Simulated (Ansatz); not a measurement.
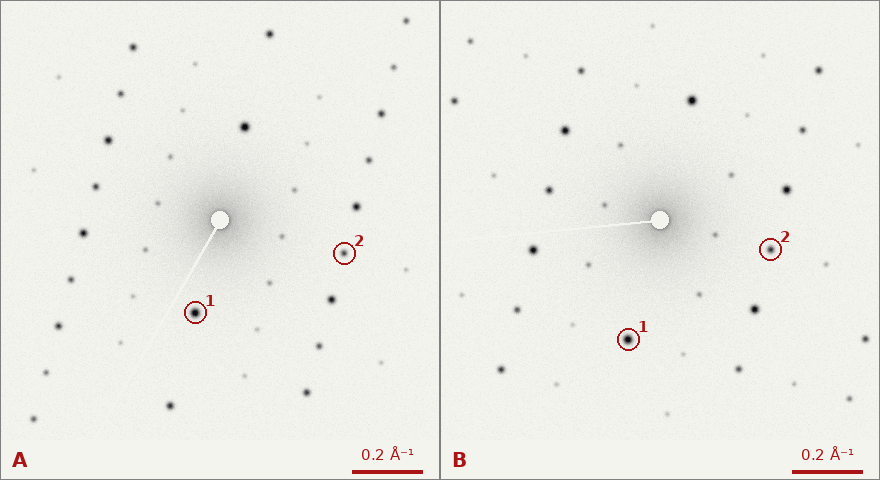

Kinematic electron diffraction patterns (300 kV, B = 0.5 Å², same scale) along [010] of the run's own cell, for the start and the end of one relaxation of RbCl3 with DFT PBE, scalar-relativistic, plane waves, PAW in Ansatz. k mesh 6×6×8. The start is a generated model structure, and the relaxation ends in the nearest stationary point of its symmetry, not necessarily the ground state. Spot 1 is 0 0 -2 and spot 2 is -2 0 0 in both.

Start structure:

```
CELL_PARAMETERS angstrom
7.02390 0.00000 0.00000
-3.51195 6.08287 0.00000
0.00000 0.00000 5.63776
ATOMIC_POSITIONS crystal
Rb 0.33333 0.66667 0.25000
Rb 0.66667 0.33333 0.75000
Cl 0.83300 0.66600 0.25000
Cl 0.16700 0.83300 0.75000
Cl 0.33400 0.16700 0.25000
Cl 0.16700 0.33400 0.75000
Cl 0.83300 0.16700 0.25000
Cl 0.66600 0.83300 0.75000
```

Question: Which pattern belongs to the start structure, and which to the relaxed one?

Answer: B is the start: its cell gives d(1) = 2.819 Å, d(2) = 3.041 Å and an angle of 90.0°. A is the relaxed structure, with d(1) = 3.625 Å (+28.6 %), d(2) = 2.715 Å (-10.7 %) and 90.0°.

Question: What did the relaxation do to the structure and the energy?

Answer: The volume changed by +2.5 % to 30.85 Å³ an atom; with the mean shift removed, the atoms moved by up to 0.03 Å relative to the cell (Cl most); the space group stayed P6_3/mmc (No. 194); the free energy fell by 100 meV an atom. Relaxed cell: a = 6.269 Å, b = 6.269 Å, c = 7.250 Å, α = 90.00°, β = 90.00°, γ = 120.00°.
